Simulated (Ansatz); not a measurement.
# How thick a slab does the work function of Ca need?

Slabs of Ca from 1 to 13 layers are run on 3 faces. From which thickness on does the work function stay within 0.05 eV of the thickest slab's, and does that depend on the face?

Set-up. Ansatz 0.2.0, plane waves with PAW datasets (its set soft_2), PBE; symmetric slabs at bulk places and the tabulated experimental lattice constant, 18 Å of vacuum, one k-mesh a face (spacing 0.16 Å⁻¹, 2π included), Fermi-Dirac smearing of 0.1 eV.

The runs side by side:

| layers | Ca(100) (eV) | Ca(110) (eV) | Ca(111) (eV) |
| --- | --- | --- | --- |
| 1 | 2.716 | 2.635 | 2.843 |
| 2 | 2.721 | 2.821 | 2.961 |
| 3 | 2.762 | 2.804 | 3.004 |
| 4 | 2.777 | 2.766 | 3.011 |
| 5 | 2.785 | 2.821 | 3.004 |
| 6 | 2.785 | 2.815 | 2.998 |
| 7 | 2.779 | 2.800 | 2.995 |
| 8 | 2.779 | 2.814 | 2.994 |
| 10 | 2.783 | 2.808 | 2.994 |
| 13 | 2.782 | 2.810 | 2.995 |

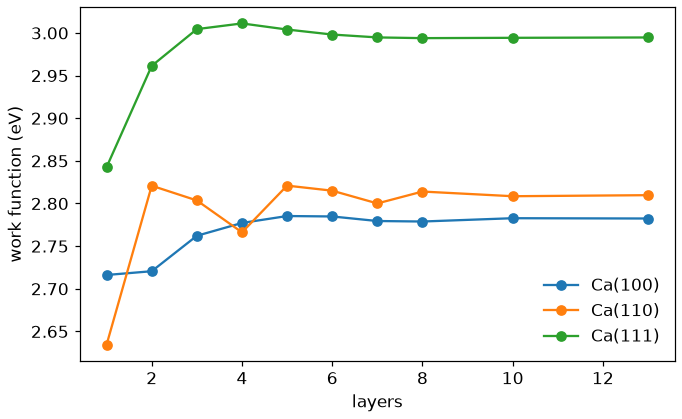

Work function against thickness.

What this shows: Within 0.05 eV of the 13-layer value: Ca(100) from 3 layers on, Ca(110) from 2 layers on and Ca(111) from 2 layers on. In length between the outer atoms these thicknesses are 5.6 Å, 2.0 Å and 3.2 Å. From four layers on the values span 0.008 to 0.055 eV, most on Ca(110). Thirteen layers cost about 9 to 10 times the CPU time of four.

Caveats: The 13-layer slab is the reference and is itself not proved converged. Thicknesses missing from the table have no sound run at this vacuum, and where values alternate they could fall outside the band. The smearing damps swings with thickness. The slabs are unrelaxed and unreconstructed, and the CPU ratio is rough.
